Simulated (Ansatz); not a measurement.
System: a (111) slab cut from Ag (Fm-3m), 12 atoms in the cell. Starting structure of the relaxation:

```xyz
12
Lattice="5.7607 0.0000 0.0000 -2.8803 4.9889 0.0000 0.0000 0.0000 20.7036" Properties=species:S:1:pos:R:3 pbc="T T T"
Ag    1.4402    0.8315    8.0000
Ag    0.0000    3.3259    8.0000
Ag    4.3205    0.8315    8.0000
Ag    2.8803    3.3259    8.0000
Ag    2.8803    1.6630   10.3518
Ag    1.4402    4.1574   10.3518
Ag    0.0000    1.6630   10.3518
Ag   -1.4402    4.1574   10.3518
Ag   -1.4402    2.4944   12.7036
Ag    0.0000    0.0000   12.7036
Ag    1.4402    2.4944   12.7036
Ag    2.8803    0.0000   12.7036
```

Computed with Ansatz: DFT PBE+D3(BJ), scalar-relativistic, plane waves, PAW, no spin polarisation, 4×4×1 k mesh, 420 eV cutoff, Gaussian smearing of 0.1 eV.

What does the potential across the slab give for the work function?

The work function is 4.56 eV, the same on both faces. The two vacuum levels agree, so the slab has no net dipole along its normal. The outermost atoms are 4.7 Å apart, which leaves 16.0 Å of vacuum in a cell 20.7 Å high.

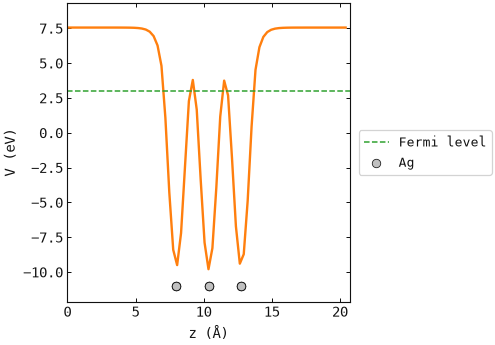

Plane-averaged electrostatic potential energy of an electron across the slab; circles at the bottom mark the heights of the atoms (positions after relaxation).
